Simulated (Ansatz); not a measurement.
# C3H7FSSi: molecular dynamics

Aim: follow the molecule's vibrations and see whether its bonds hold. The start is relaxed first. Runs: 457 steps of 0.25 fs at constant energy (fourth-order Milne integrator), with velocities drawn for 500 K. SMILES of the start: CSC([SiH3])=CF.

Method: RHF/6-31G, in Ansatz 0.2.0.

## 1. Starting point

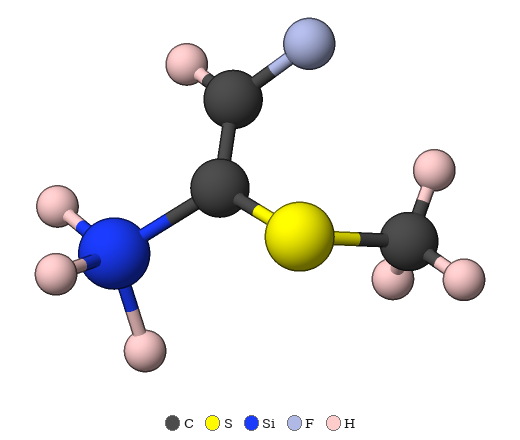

The starting structure, seen from a chosen angle (carbon dark grey, sulfur yellow, silicon blue, fluorine light blue, hydrogen pink).

Coordinates:

```xyz
13

C    -0.6348   -0.7056    2.0210
S    -1.0791    0.6949    0.8785
C     0.1192    0.4807   -0.3541
Si   -0.3910    0.1639   -2.0597
C     1.4598    0.5768   -0.0848
F     1.9285    0.8628    1.1662
H     0.3071   -0.4963    2.5026
H    -0.6242   -1.5967    1.4666
H    -1.4509   -0.6985    2.8241
H     0.6956   -0.0331   -2.9462
H    -1.2857   -1.0918   -2.0712
H    -1.2549    1.2983   -2.5486
H     2.2307    0.5100   -0.7796
```

## 2. Relaxing the start

Contents of input.yaml:

```yaml
crystal:
  periodic: [false, false, false]
  atoms:
    - { symbol: C, position_ang: [-0.6348, -0.7056, 2.021] }
    - { symbol: S, position_ang: [-1.0791, 0.6949, 0.8785] }
    - { symbol: C, position_ang: [0.1192, 0.4807, -0.3541] }
    - { symbol: Si, position_ang: [-0.391, 0.1639, -2.0597] }
    - { symbol: C, position_ang: [1.4598, 0.5768, -0.0848] }
    - { symbol: F, position_ang: [1.9285, 0.8628, 1.1662] }
    - { symbol: H, position_ang: [0.3071, -0.4963, 2.5026] }
    - { symbol: H, position_ang: [-0.6242, -1.5967, 1.4666] }
    - { symbol: H, position_ang: [-1.4509, -0.6985, 2.8241] }
    - { symbol: H, position_ang: [0.6956, -0.0331, -2.9462] }
    - { symbol: H, position_ang: [-1.2857, -1.0918, -2.0712] }
    - { symbol: H, position_ang: [-1.2549, 1.2983, -2.5486] }
    - { symbol: H, position_ang: [2.2307, 0.51, -0.7796] }
basis:
  gaussian: { orbitals: "6-31G" }
hamiltonian:
  xc: hf
relax:
  f_tol: 0.02
  max_steps: 40
```

The run is started by

```sh
$ ansatz run input.yaml --threads 1 --pin off --max-ram 2048MiB --backend cpu --events-out ev --progress --plain --runs-dir out
```

After this run come: Dynamics.

What does the calculation give? Wanted: relaxation of the start; temperature, first and last step; temperature, second half; potential energy, second half; largest change of the total energy; bonds formed or broken.

**Answer**, as computed:

| quantity | value |
| --- | --- |
| relaxation of the start | 13 moves, 0.569 eV lower |
| length | 457 steps of 0.25 fs |
| temperature, first and last step | 500 and 296 K |
| temperature, second half | mean 253 K, from 130 to 339 K |
| potential energy, second half | +27 meV/atom from the start |
| largest change of the total energy | 0.00 meV/atom |
| bonds formed or broken | 0 |

The temperature starts at 500 K and averages 253 K in the second half, where it ranges from 130 to 339 K. About half is expected from a start at a minimum: kinetic energy passes into potential energy until both shares match. The total energy strays from its start by at most 0.00 meV/atom, under 0.1 % of the mean kinetic energy, so a step of 0.25 fs is short enough over this time. The bonds all hold. 114 fs on 13 atoms is far too short and small for converged averages. The nuclei move classically, without zero-point motion, which matters most for hydrogen. In so small a basis the energies are only a sketch.
